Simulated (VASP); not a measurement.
Band structure of InTe (space group Fm-3m). Computed with LDA (Ceperley-Alder, Perdew-Zunger), VASP's LDA PAW potentials (set 64) (plane waves; VASP).

Unless said otherwise, spin-orbit coupling is left out, though it shifts the bands of the heavy elements here.

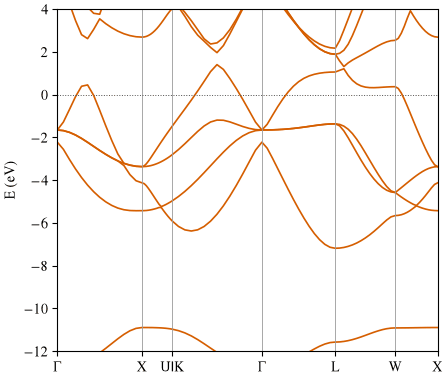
*Bands along high-symmetry lines, zero at the valence-band maximum or, without a gap, the Fermi level*

Task: Read the plot: is there a gap, and where are the band edges?

Result: It has no gap at this level: it comes out as a metal or semimetal. (Edges off the drawn lines would not show.)

The structure comes from a measured InTe entry (Fm-3m) of the Crystallography Open Database, whose conditions weren't checked. It was relaxed first. The electron count is odd and the run is not spin-polarised, which forces a metal.
